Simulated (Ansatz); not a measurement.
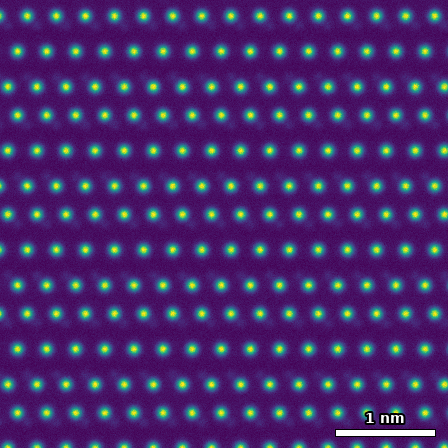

Dark-field STEM-like image of a crystal. The image is simulated as a sum over atoms of Z^1.7, blurred by a 0.84 Å probe (no channelling). The probe carries 15 % of its weight in a tail 2.5 times as wide. The display is stretched by a gamma of 0.8; percentages refer to the linear signal. Shot noise was added.

Q: Measure the repeat of the pattern.

A: The pattern repeats on an oblique net of 3.0 × 10.2 Å with an angle of 96°.

Q: What is the plane group of the image?

A: p2: twofold rotation points, no mirror or glide lines.

The crystal is Sn3O2 (R-3m, No. 166) seen along [100]. Atomic positions: coordinates from a relaxation with Ansatz 0.2.0, DFT PBE, scalar-relativistic, plane waves, PAW; the starting structure was generated, so it need not be a known form of this composition.
